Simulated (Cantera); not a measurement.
A closed system holds: 1 mol MgO, 0.39 mol H₂, held at 100000 Pa.

Method: chemical equilibrium by Gibbs-energy minimisation in Cantera with the NASA 1993 tables (ideal gas, pure condensed phases). Candidate condensed phases: H₂O, Mg, MgO, Mg(OH)₂; 15 gas species. The tables' values for MgH are old estimates; treat these amounts as uncertain. Rates play no part.

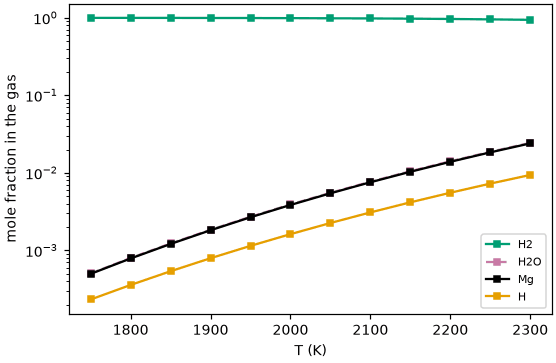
Figure: Equilibrium gas composition (values under 1e-9 drawn at 1e-9)

From 1750 K to 2300 K the condensed part is MgO(s). The main Mg-bearing gas is Mg throughout.
